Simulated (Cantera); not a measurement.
A closed system holds: 1 mol SiHCl₃, 0.58 mol C₂H₂, a varied amount of H₂, held at 2248.15 K and 0.220 bar.

Equilibrium computed with Cantera from the NASA thermochemical tables; the gas is ideal and each condensed phase is pure. Candidate condensed phases: C, C₆H₆, C₇H₈, C₈H₁₈, Si, SiC; 109 gas species. The tables' values for SiCl₃, SiCl are old estimates; treat these amounts as uncertain. Gases not in the tables: Si₂H₆ and higher silanes. Kinetics and transport are ignored.

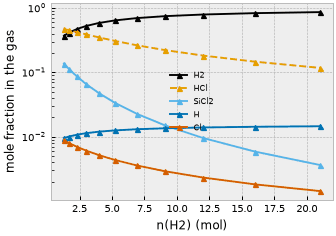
Figure. Equilibrium gas composition (values under 1e-9 drawn at 1e-9)

From 1.3 mol H₂ to 21 mol H₂ the condensed part is C(graphite) + SiC(s). The main Si-bearing gas is SiCl₂ throughout. The share of Si in condensed phases is highest at 21 mol H₂ (89.6 %) and lowest at 1.3 mol H₂ (44.0 %).
